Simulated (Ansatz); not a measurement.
**HfN₄H₁₀O: nudged elastic band (part 1 of 2)**

System: HfN₄H₁₀O.
Method: RKS PBE/def2-SVP (Ansatz 0.2.0).

It belongs to a series of runs on one base structure; here: band between the two ends. Figures and captions count atoms from 1; the log counts them from 0 in places.

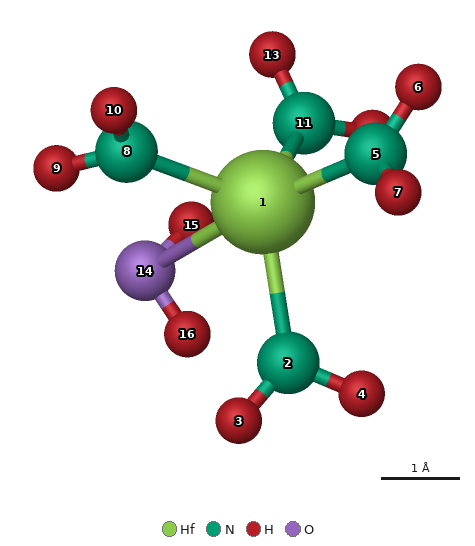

The input geometry (ball-and-stick view, seen at a tilt; atoms are numbered from 1 in the order of the input). Sticks mark near contacts. Bond lengths as drawn: Hf–N 2.05 to 2.11 Å, Hf–O 2.52 Å, H–N 1.02 to 1.03 Å and H–O 0.99 to 1.00 Å.

The input
```yaml
crystal:
  periodic: [false, false, false]
  atoms:
    - { symbol: Hf, position_ang: [-0.168395, 0.084218, 0.115559] }
    - { symbol: "N", position_ang: [-0.006845, 0.12995, 2.210561] }
    - { symbol: H, position_ang: [-0.292023, 0.882037, 2.850124] }
    - { symbol: H, position_ang: [0.679443, -0.445616, 2.714874] }
    - { symbol: "N", position_ang: [1.810898, -0.022817, -0.448238] }
    - { symbol: H, position_ang: [2.197372, -0.558311, -1.234242] }
    - { symbol: H, position_ang: [2.589748, 0.472108, 0.003143] }
    - { symbol: "N", position_ang: [-0.882513, 1.772835, -0.805581] }
    - { symbol: H, position_ang: [-1.847699, 2.091663, -0.655571] }
    - { symbol: H, position_ang: [-0.403106, 2.432456, -1.425734] }
    - { symbol: "N", position_ang: [-0.954195, -1.702317, -0.679107] }
    - { symbol: H, position_ang: [-0.653017, -2.646511, -0.407253] }
    - { symbol: H, position_ang: [-1.449736, -1.788256, -1.575054] }
    - { symbol: O, position_ang: [-2.535463, -0.08428, 0.975074] }
    - { symbol: H, position_ang: [-2.437748, -0.955066, 0.501851] }
    - { symbol: H, position_ang: [-2.09602, -0.271793, 1.840096] }
basis:
  gaussian: { orbitals: def2-SVP }
hamiltonian:
  xc: pbe
neb:
  order_check: false
  images: 5
  f_tol: 0.05
  max_iterations: 60
  final_atoms:
    - { symbol: Hf, position_ang: [-0.56475507, -0.23732183, -0.0126663] }
    - { symbol: "N", position_ang: [-0.10929223, 0.76231443, 2.24211962] }
    - { symbol: H, position_ang: [0.72222786, 0.45779363, 2.7646213] }
    - { symbol: H, position_ang: [-0.13586262, 1.78862942, 2.28896408] }
    - { symbol: "N", position_ang: [1.50093198, -0.51072749, 0.10001476] }
    - { symbol: H, position_ang: [2.02313141, -0.94218999, -0.67101262] }
    - { symbol: H, position_ang: [2.1582717, -0.36636073, 0.87315506] }
    - { symbol: "N", position_ang: [-1.11487543, 1.59459567, -0.79012337] }
    - { symbol: H, position_ang: [-2.07090478, 1.97008794, -0.797207] }
    - { symbol: H, position_ang: [-0.50431494, 2.28548585, -1.24056767] }
    - { symbol: "N", position_ang: [-0.90671583, -1.49518059, -1.62469034] }
    - { symbol: H, position_ang: [-0.74064098, -2.50902554, -1.65304294] }
    - { symbol: H, position_ang: [-1.25571432, -1.21730282, -2.54827345] }
    - { symbol: O, position_ang: [-1.91183747, -0.99158591, 1.30889133] }
    - { symbol: H, position_ang: [-2.60366235, -1.59969172, 0.99715435] }
    - { symbol: H, position_ang: [-0.93528592, 0.40077968, 2.74316519] }
  initial_path:
    images:
      - { positions_ang: [[-0.168395, 0.084218, 0.115559], [-0.006845, 0.12995, 2.210561], [-0.292023, 0.882037, 2.850124], [0.679443, -0.445616, 2.714874], [1.810898, -0.022817, -0.448238], [2.197372, -0.558311, -1.234242], [2.589748, 0.472108, 0.003143], [-0.882513, 1.772835, -0.805581], [-1.847699, 2.091663, -0.655571], [-0.403106, 2.432456, -1.425734], [-0.954195, -1.702317, -0.679107], [-0.653017, -2.646511, -0.407253], [-1.449736, -1.788256, -1.575054], [-2.535463, -0.08428, 0.975074], [-2.437748, -0.955066, 0.501851], [-2.09602, -0.271793, 1.840096]] }
      - { positions_ang: [[-0.11182388, 0.05494632, 0.07757929], [-0.00804415, 0.09112132, 2.32755267], [-0.49173878, 0.50466513, 2.92983718], [0.74143392, -0.20238704, 2.84117392], [1.90348292, -0.02138468, -0.5403637], [2.32602483, -0.68557028, -1.1217968], [2.59155684, 0.61336891, -0.29813398], [-0.93082624, 1.78183723, -0.78740399], [-1.91396544, 1.97699651, -0.7830784], [-0.43613252, 2.52748329, -1.22560775], [-0.98443089, -1.73715684, -0.69510226], [-0.96400463, -2.56968597, -0.28786745], [-1.30181686, -1.87985756, -1.63501601], [-2.4406853, -0.04972154, 0.89619696], [-2.55797754, -0.84016344, 0.39100295], [-1.87035128, -0.17419136, 1.89152935]] }
      - { positions_ang: [[-0.05525275, 0.02567463, 0.03959959], [-0.0092433, 0.05229264, 2.44454434], [-0.69145457, 0.12729325, 3.00955037], [0.80342483, 0.04084192, 2.96747384], [1.99606784, -0.01995236, -0.6324894], [2.45467765, -0.81282955, -1.0093516], [2.59336567, 0.75462983, -0.59941095], [-0.97913948, 1.79083947, -0.76922698], [-1.98023189, 1.86233003, -0.9105858], [-0.46915904, 2.62251057, -1.02548149], [-1.01466677, -1.77199668, -0.71109752], [-1.27499225, -2.49286094, -0.16848189], [-1.15389772, -1.97145912, -1.69497803], [-2.34590759, -0.01516309, 0.81731992], [-2.67820709, -0.72526088, 0.2801549], [-1.64468255, -0.07658972, 1.94296271]] }
      - { positions_ang: [[0.00131837, -0.00359705, 0.00161988], [-0.01044245, 0.01346397, 2.56153601], [-0.89117035, -0.25007862, 3.08926355], [0.86541575, 0.28407089, 3.09377375], [2.08865276, -0.01852003, -0.7246151], [2.58333048, -0.94008883, -0.8969064], [2.59517451, 0.89589074, -0.90068793], [-1.02745272, 1.7998417, -0.75104997], [-2.04649833, 1.74766354, -1.0380932], [-0.50218555, 2.71753786, -0.82535524], [-1.04490266, -1.80683652, -0.72709279], [-1.58597988, -2.41603592, -0.04909634], [-1.00597858, -2.06306068, -1.75494004], [-2.25112989, 0.01939537, 0.73844289], [-2.79843663, -0.61035832, 0.16930684], [-1.41901383, 0.02101191, 1.99439606]] }
      - { positions_ang: [[-0.18737278, -0.08150531, -0.00314218], [-0.04339237, 0.26308079, 2.45506388], [-0.35337095, -0.01412121, 2.98104946], [0.53165629, 0.7855904, 2.82550386], [1.89274583, -0.18258919, -0.44973848], [2.39659745, -0.94078922, -0.82160848], [2.44954024, 0.47514025, -0.30940693], [-1.05659362, 1.73142636, -0.76407443], [-2.05463382, 1.82180501, -0.9577978], [-0.50289535, 2.57352052, -0.96375938], [-0.99884038, -1.70295121, -1.02629197], [-1.30420025, -2.44703246, -0.5837452], [-1.08922383, -1.78114139, -2.01938451], [-2.13803241, -0.31759839, 0.92859237], [-2.73351187, -0.94013612, 0.44525601], [-1.2577712, 0.14760117, 2.24398577]] }
      - { positions_ang: [[-0.37606393, -0.15941357, -0.00790424], [-0.0763423, 0.51269761, 2.34859175], [0.18442846, 0.22183621, 2.87283538], [0.19789684, 1.28710991, 2.55723397], [1.69683891, -0.34665834, -0.17486186], [2.20986443, -0.9414896, -0.74631055], [2.30390597, 0.05438976, 0.28187407], [-1.08573453, 1.66301101, -0.7770989], [-2.0627693, 1.89594647, -0.8775024], [-0.50360515, 2.42950319, -1.10216352], [-0.95277811, -1.5990659, -1.32549115], [-1.02242061, -2.478029, -1.11839407], [-1.17246907, -1.49922211, -2.28382898], [-2.02493494, -0.65459215, 1.11874185], [-2.66858711, -1.26991392, 0.72120518], [-1.09652856, 0.27419042, 2.49357548]] }
      - { positions_ang: [[-0.56475507, -0.23732183, -0.0126663], [-0.10929223, 0.76231443, 2.24211962], [0.72222786, 0.45779363, 2.7646213], [-0.13586262, 1.78862942, 2.28896408], [1.50093198, -0.51072749, 0.10001476], [2.02313141, -0.94218999, -0.67101262], [2.1582717, -0.36636073, 0.87315506], [-1.11487543, 1.59459567, -0.79012337], [-2.07090478, 1.97008794, -0.797207], [-0.50431494, 2.28548585, -1.24056767], [-0.90671583, -1.49518059, -1.62469034], [-0.74064098, -2.50902554, -1.65304294], [-1.25571432, -1.21730282, -2.54827345], [-1.91183747, -0.99158591, 1.30889133], [-2.60366235, -1.59969172, 0.99715435], [-0.93528592, 0.40077968, 2.74316519]] }
```

Hardware: 4 threads of Arm Neoverse V1, 24 GiB of memory available, shared host.

Launch command:
```bash
ansatz run input.yaml --threads 4 --pin off --max-ram 5120MiB --backend cpu --events-out ev --progress --plain --runs-dir out
```

The program's output
```
Engine: ansatz 0.2.0, aarch64-unknown-linux-gnu
Functional definition: PBE
  parameter kappa = 0.804
  parameter beta = 0.06672455060314922
  exchange = pbe_x(kappa = kappa, mu = beta*pi^2/3)
  correlation = pbe_c(beta = beta)
1725 factors; their error is unknown
mean field evaluation 1: about -9431.2521 eV, gradient 1.3e2 eV
mean field evaluation 2: about -9268.4444 eV, gradient 2.7e2 eV
mean field evaluation 4: about -9465.1853 eV, gradient 2.1e1 eV
mean field evaluation 8: about -9466.2675 eV, gradient 1.8e-1 eV
mean field evaluation 16: about -9466.1596 eV, gradient 2.8e-3 eV
mean field -9466.15957583 eV, -347.8749480183 hartree, gradient 4.8e-5 eV, S^2 0.000000; 0 other end points of the search recorded, 0 dependent functions left out
the calculation of the forces begins
reference -9466.15967247 eV, -347.8749515696 hartree; 29, 29 occupied and 123, 123 virtual orbitals, 1725 factors
1725 factors; their error is unknown
mean field evaluation 32: about -9467.0713 eV, gradient 4.4e-2 eV
mean field -9466.96410720 eV, -347.9045140009 hartree, gradient 3.4e-5 eV, S^2 0.000000; 0 other end points of the search recorded, 0 dependent functions left out
[... from here on the field's lines of each further geometry are left out, up to the last ...]
NEB iter   1: max|band force component| = 4.886e1 eV/Å  barrier→ = 10.7778 eV  barrier← = 11.5823 eV  Δτ_max = 0.2000 Å  (227 SCF iters)
NEB iter   2: max|band force component| = 1.169e1 eV/Å  barrier→ = 2.4268 eV  barrier← = 3.2314 eV  Δτ_max = 0.2000 Å  (172 SCF iters)
NEB iter   3: max|band force component| = 5.639e0 eV/Å  barrier→ = 1.4232 eV  barrier← = 2.2277 eV  Δτ_max = 0.1996 Å  (174 SCF iters)
NEB iter   4: max|band force component| = 1.413e0 eV/Å  barrier→ = 0.9182 eV  barrier← = 1.7228 eV  Δτ_max = 0.2000 Å  (175 SCF iters)
NEB iter   5: max|band force component| = 1.565e0 eV/Å  barrier→ = 0.4517 eV  barrier← = 1.2562 eV  Δτ_max = 0.1004 Å  (176 SCF iters)
NEB iter   6: max|band force component| = 1.011e0 eV/Å  barrier→ = 0.3574 eV  barrier← = 1.1619 eV  Δτ_max = 0.1019 Å  (174 SCF iters)
NEB iter   7: max|band force component| = 2.004e0 eV/Å  barrier→ = 0.2970 eV  barrier← = 1.1016 eV  Δτ_max = 0.0509 Å  (163 SCF iters)
NEB iter   8: max|band force component| = 6.527e-1 eV/Å  barrier→ = 0.2691 eV  barrier← = 1.0736 eV  Δτ_max = 0.1013 Å  (151 SCF iters)
NEB iter   9: max|band force component| = 1.912e-1 eV/Å  barrier→ = 0.2253 eV  barrier← = 1.0298 eV  CI = image 2  Δτ_max = 0.1977 Å  (158 SCF iters)
NEB iter  10: max|band force component| = 7.862e-1 eV/Å  barrier→ = 0.2035 eV  barrier← = 1.0081 eV  CI = image 2  Δτ_max = 0.1003 Å  (168 SCF iters)
NEB iter  11: max|band force component| = 1.068e0 eV/Å  barrier→ = 0.2340 eV  barrier← = 1.0385 eV  CI = image 2  Δτ_max = 0.1001 Å  (152 SCF iters)
NEB iter  12: max|band force component| = 9.340e-1 eV/Å  barrier→ = 0.2376 eV  barrier← = 1.0421 eV  CI = image 2  Δτ_max = 0.1989 Å  (151 SCF iters)
NEB iter  13: max|band force component| = 2.900e-1 eV/Å  barrier→ = 0.2221 eV  barrier← = 1.0266 eV  CI = image 2  Δτ_max = 0.0742 Å  (169 SCF iters)
NEB iter  14: max|band force component| = 2.177e-1 eV/Å  barrier→ = 0.2156 eV  barrier← = 1.0202 eV  CI = image 2  Δτ_max = 0.1724 Å  (153 SCF iters)
NEB iter  15: max|band force component| = 2.205e-1 eV/Å  barrier→ = 0.2109 eV  barrier← = 1.0155 eV  CI = image 2  Δτ_max = 0.0849 Å  (154 SCF iters)
NEB iter  16: max|band force component| = 5.567e-2 eV/Å  barrier→ = 0.2096 eV  barrier← = 1.0142 eV  CI = image 2  Δτ_max = 0.0709 Å  (152 SCF iters)
NEB iter  17: max|band force component| = 2.397e-1 eV/Å  barrier→ = 0.2099 eV  barrier← = 1.0144 eV  CI = image 2  Δτ_max = 0.0355 Å  (154 SCF iters)
the calculation of the forces begins
reference -9466.90365390 eV, -347.9022923830 hartree; 29, 29 occupied and 123, 123 virtual orbitals, 1725 factors
1725 factors; their error is unknown
mean field evaluation 896: about -9465.9506 eV, gradient 1.6e-4 eV
mean field -9465.95060241 eV, -347.8672683867 hartree, gradient 2.1e-5 eV, S^2 0.000000; 1 other end points of the search recorded, 0 dependent functions left out
the calculation of the forces begins
reference -9465.95069816 eV, -347.8672719057 hartree; 29, 29 occupied and 123, 123 virtual orbitals, 1725 factors
NEB iter  18: max|band force component| = 3.988e-2 eV/Å  barrier→ = 0.2090 eV  barrier← = 1.0135 eV  CI = image 2  Δτ_max = 0.0000 Å  (322 SCF iters)
```
